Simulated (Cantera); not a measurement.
A closed system holds: 1 mol SiHCl₃, 0.18 mol Cl₂, 270 mol H₂, equilibrated at 0.190 bar.

Method: chemical equilibrium by Gibbs-energy minimisation in Cantera with the NASA 1993 tables (ideal gas, pure condensed phases). Candidate condensed phases: Si; 19 gas species. The tables' values for SiCl₃ are old estimates; treat these amounts as uncertain. Gases not in the tables: Si₂H₆ and higher silanes. Kinetics and transport are ignored.

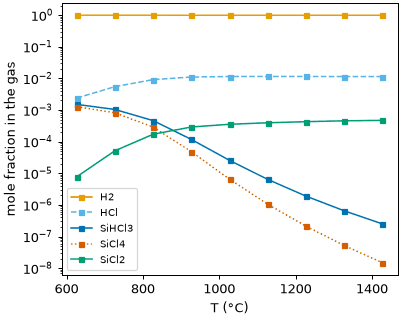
Figure. Equilibrium gas composition (values under 1e-9 drawn at 1e-9)

**Question.** Read off the mole fractions at 1327 °C.

**Answer.** H₂ about 0.99, HCl about 0.011, SiCl₂ about 0.00045, SiHCl₃ about 6.5e-7, SiCl₄ about 5.2e-8.
